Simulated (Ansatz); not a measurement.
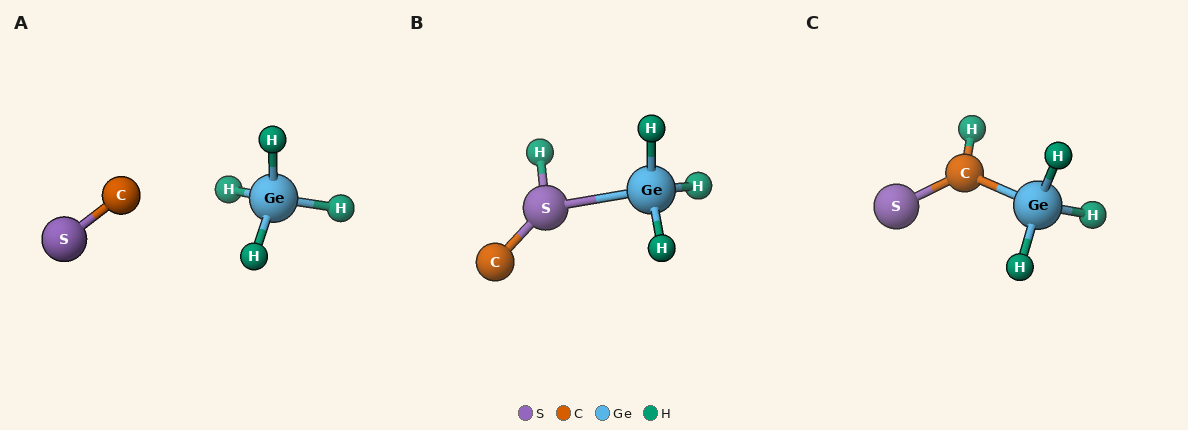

3 stationary structures of one formula. Geometries: PBE-D4/def2-SVP. Electronic energies: PBE-D4/def2-SVP (Ansatz 0.2.0), without zero-point energy. No frequency run is at hand to confirm each as a minimum. Each is one conformer, not always the lowest.

**Which structure is the most stable?**

C is lowest; A lies 41.1 kcal/mol above it, B lies 104.2 kcal/mol above it.
